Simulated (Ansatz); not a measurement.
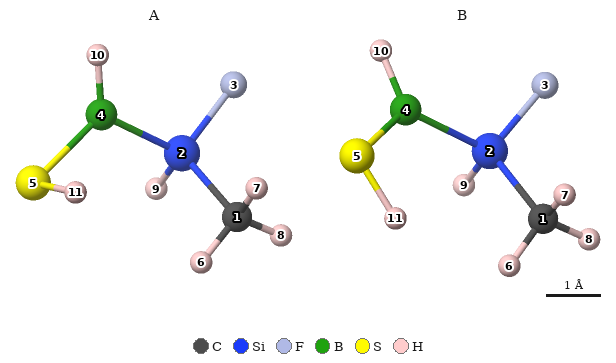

Two geometries of CH6BFSSi (coarse preliminary run), drawn at one scale. One is the start of a relaxation, the other its converged end. A ball-and-stick model, seen from a free direction.

Theory: Ansatz 0.2.0, RKS PBE-D4/def2-SVP. Settings: force threshold 0.03 eV/Å; at most 200 steps.

**Which geometry has the lower energy?**

Structure B is the relaxed one. The start comes from a force field. The energy falls by 33.1 kcal/mol in 12 geometry steps. The largest force component goes from 2.9 to 0.025 eV/Å. The atom that moves furthest after the best rigid fit is S5 (0.83 Å). Largest moves by element: S 0.83 Å, H 0.75 Å, B 0.13 Å, C 0.11 Å, F 0.11 Å, Si 0.08 Å. Among the contacts that change: B4–S5 1.940 → 1.775 Å, Si2–H9 1.433 → 1.512 Å, S5–H11 1.442 → 1.369 Å, B4–H10 1.143 → 1.215 Å. Bond angles that change, for instance: B4–S5–H11 92.2° → 100.5°, S5–B4–H10 120.4° → 112.6°, Si2–B4–S5 117.2° → 124.4°. Groups turn about B4–S5 by about 90°, Si2–B4 by about 35°.
